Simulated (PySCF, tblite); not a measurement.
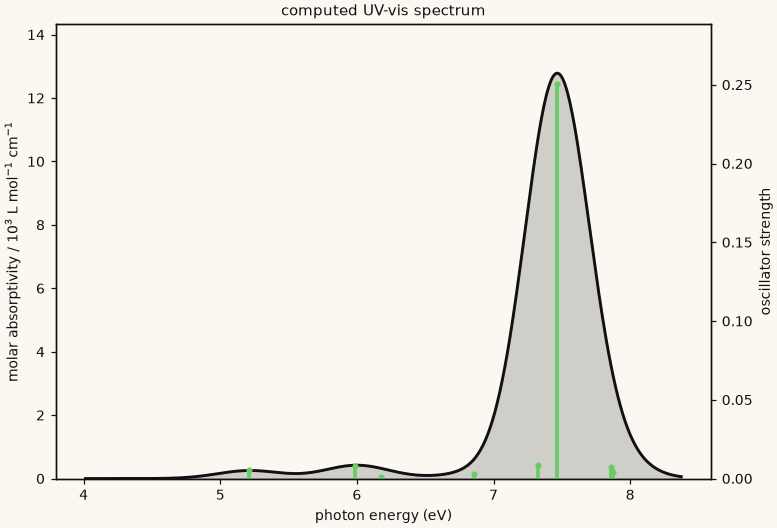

Vertical TDDFT excitations, ωB97X-D/def2-SVPD, PySCF 2.14.0, at a GFN2-xTB geometry (a minimum by its frequencies), gas phase. The lowest 8 singlet states are shown; each is broadened by a Gaussian of 1/e half-width 0.33 eV. Sticks give oscillator strengths (right axis).

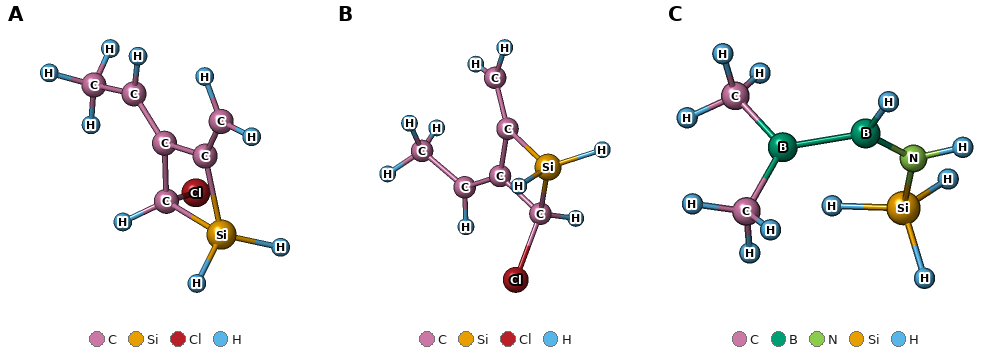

### Whose absorption spectrum is this? Choose among the lettered structures.

Structure C, C₂H₁₁B₂NSi, SMILES CB(C)BN[SiH3]. Its lowest singlet lies at 5.21 eV (f = 0.005) and the brightest of those computed is S6 at 7.47 eV (166 nm), f = 0.251, mainly HOMO−1 → LUMO+1 (91 %).

Note: the tight-binding geometry is rougher than a DFT one and adds to the error; one conformer of a flexible molecule; core orbitals are frozen in the response.
